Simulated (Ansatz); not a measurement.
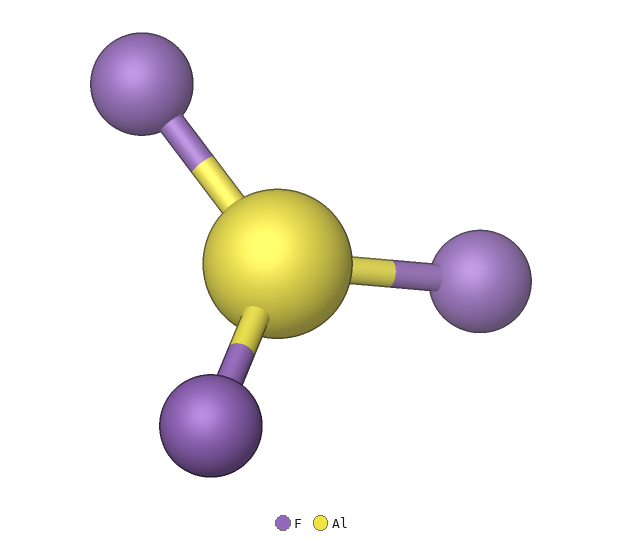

The geometry was computed by an optimisation with PBE0-D4/def2-TZVP.

Draw it as a skeletal formula.

SMILES: [F][Al]([F])[F]

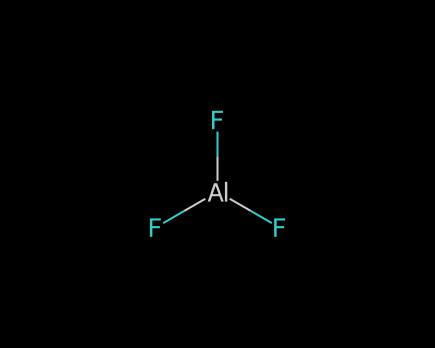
